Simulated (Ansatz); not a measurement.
**Ir: pressure series**

The reference is Ir in the fcc (Cu type) structure (space group Fm-3m, No. 225; a = 3.844 Å).

Cell and atoms are relaxed at each pressure.

Level of theory: r2SCAN (Ansatz, a first-principles code; PAW; 500 eV plane waves; without spin-orbit coupling).

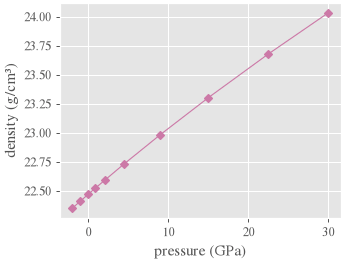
Density against pressure

```tsv
pressure (GPa)	density
-2	22.35 g/cm³
-1	22.41 g/cm³
0.9	22.52 g/cm³
2.1	22.59 g/cm³
4.5	22.73 g/cm³
9	22.98 g/cm³
15	23.30 g/cm³
22.5	23.68 g/cm³
30	24.03 g/cm³
```

Load acts through the strain it causes; cell and atoms are relaxed under it. Whether these cells are dynamically stable was not tested. Competing high-pressure phases were not computed. The final runs are not spin-polarised.
